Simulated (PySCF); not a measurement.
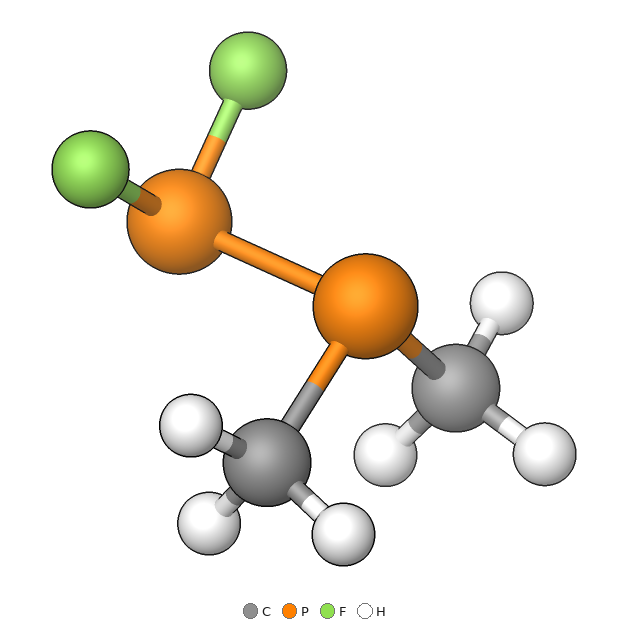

> Count the atoms of each element.

C₂H₆F₂P₂, 12 atoms: 2 carbon, 6 hydrogen, 2 fluorine and 2 phosphorus.

> Count the bonded pairs by element.

6 C–H, 2 C–P, 2 F–P, 1 P–P.

> Describe its rings.

It has no ring.

> Give a SMILES string for it.

CP(C)P(F)F

The parts below concern this one geometry. Atoms keep their numbers from picture to picture. The geometry was computed by an optimisation with PBE0-D3(BJ)/def2-SVP. No frequency run is at hand to confirm it as a minimum.

Shape

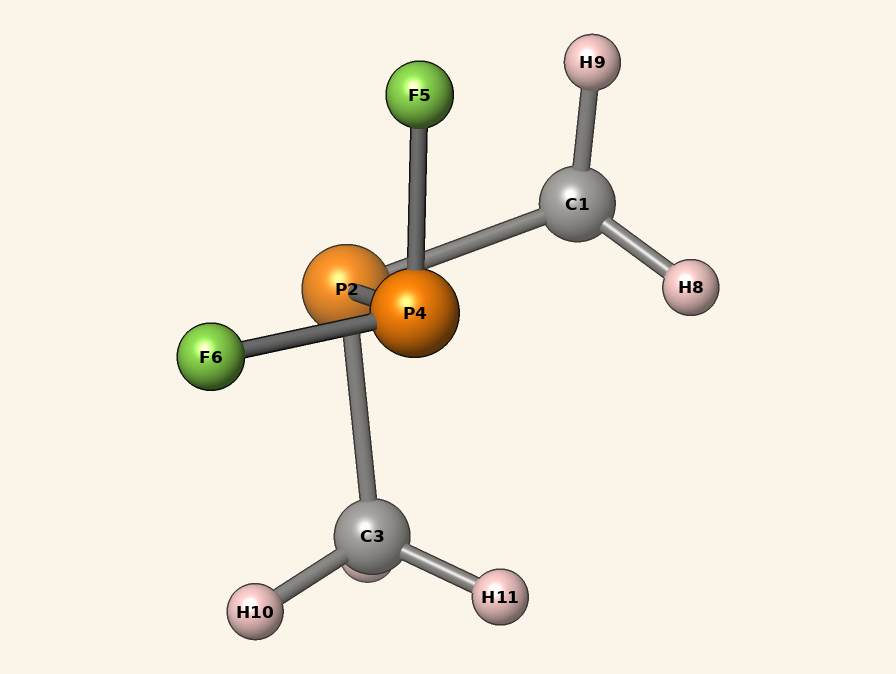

P2 lies behind P4. The molecule seen a little off the P4–P2 bond, P4 in front. Atoms fade into the background with distance from the viewer. No frequency run is at hand to confirm it as a minimum.

> What is the torsion angle F5–P4–P2–C1? The sign is positive where the front bond must turn clockwise to cover the back bond.

72°, synclinal (gauche).

NMR shielding

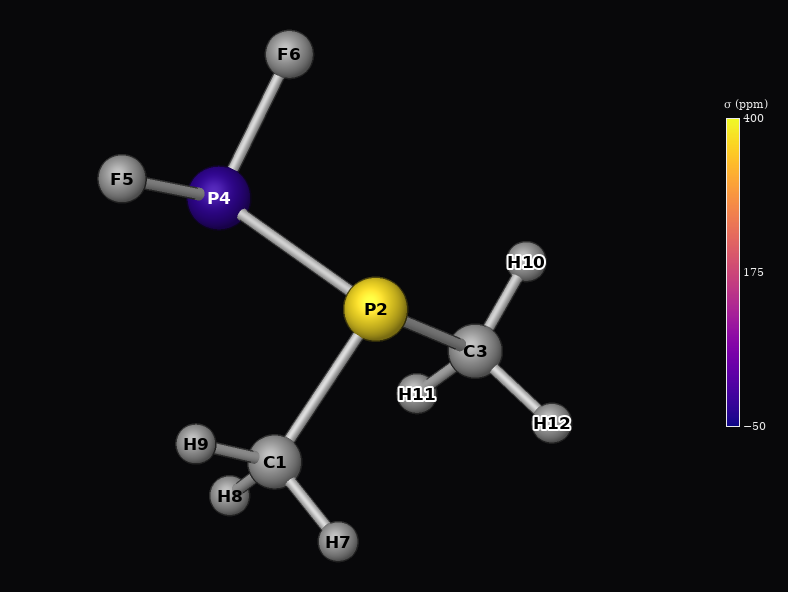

Atoms are coloured by their isotropic NMR shieldings (P only, the others grey). No frequency run is at hand to confirm it as a minimum. Level of theory: GIAO PBE0/6-311+G(2d,p) NMR shielding, non-relativistic, gas phase (PySCF 2.14.0).

List the isotropic NMR shieldings of the P atoms.

```csv
atom,σ (ppm)
P2,370.7
P4,−20.2
```

Levels of theory compared

No frequency run is at hand to confirm it as a minimum. Program: PySCF 2.14.0.

At this fixed geometry, give dipole (D) at these levels: PBE0/6-311+G(2d,p); PBE0/6-31G; PBE0/6-31G*; PBE0/STO-3G; PBE0/def2-SVP; PBE0/def2-TZVP.

```json
{"level": "PBE0/6-311+G(2d,p)", "dipole (D)": "3.06"}
{"level": "PBE0/6-31G", "dipole (D)": "3.90"}
{"level": "PBE0/6-31G*", "dipole (D)": "2.89"}
{"level": "PBE0/STO-3G", "dipole (D)": "1.12"}
{"level": "PBE0/def2-SVP", "dipole (D)": "2.94"}
{"level": "PBE0/def2-TZVP", "dipole (D)": "2.91"}
```

Bond orders

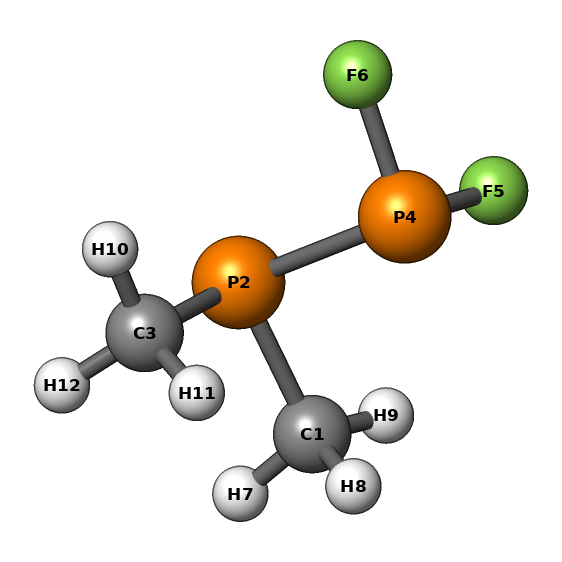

Every bond is drawn as one stick. No frequency run is at hand to confirm it as a minimum. Method: PBE0/def2-SVP (PySCF 2.14.0).

List the Mayer bond orders of C1–P2, C1–H7, C1–H8, C1–H9, P2–C3, P2–P4, C3–H10, C3–H11, C3–H12, P4–F5, P4–F6.

| bond | Mayer order | length (Å) |
| --- | --- | --- |
| C1–P2 | 0.97 | 1.857 |
| C1–H7 | 0.96 | 1.100 |
| C1–H8 | 0.95 | 1.102 |
| C1–H9 | 0.96 | 1.100 |
| P2–C3 | 0.97 | 1.856 |
| P2–P4 | 1.00 | 2.228 |
| C3–H10 | 0.96 | 1.101 |
| C3–H11 | 0.95 | 1.102 |
| C3–H12 | 0.96 | 1.101 |
| P4–F5 | 0.93 | 1.619 |
| P4–F6 | 0.94 | 1.616 |

Charges

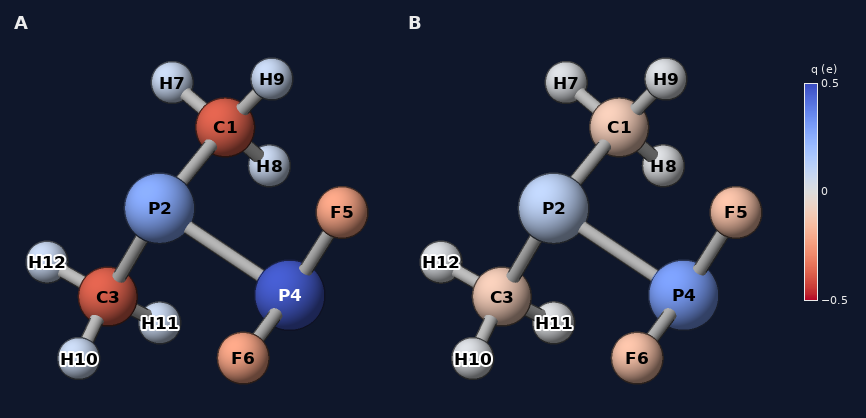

Atomic charges of one calculation by 2 schemes, on one colour scale. No frequency run is at hand to confirm it as a minimum. Computed with PBE0/STO-3G (PySCF 2.14.0).

> The schemes are Hirshfeld, Mulliken. Which panel shows which?

A Mulliken, B Hirshfeld.

List the charges (e), one line for each set of equivalent atoms.

| atom | Mulliken | Hirshfeld |
| --- | --- | --- |
| C1 | −0.37 | −0.10 |
| P2 | 0.26 | 0.11 |
| C3 | −0.37 | −0.10 |
| P4 | 0.46 | 0.30 |
| F5 | −0.22 | −0.14 |
| F6 | −0.22 | −0.14 |
| H7 | 0.08 | 0.01 |
| H8 | 0.07 | 0.01 |
| H9 | 0.08 | 0.01 |
| H10 | 0.08 | 0.01 |
| H11 | 0.07 | 0.01 |
| H12 | 0.08 | 0.01 |

Mulliken values depend strongly on the basis set and can even reverse the polarity of a bond.
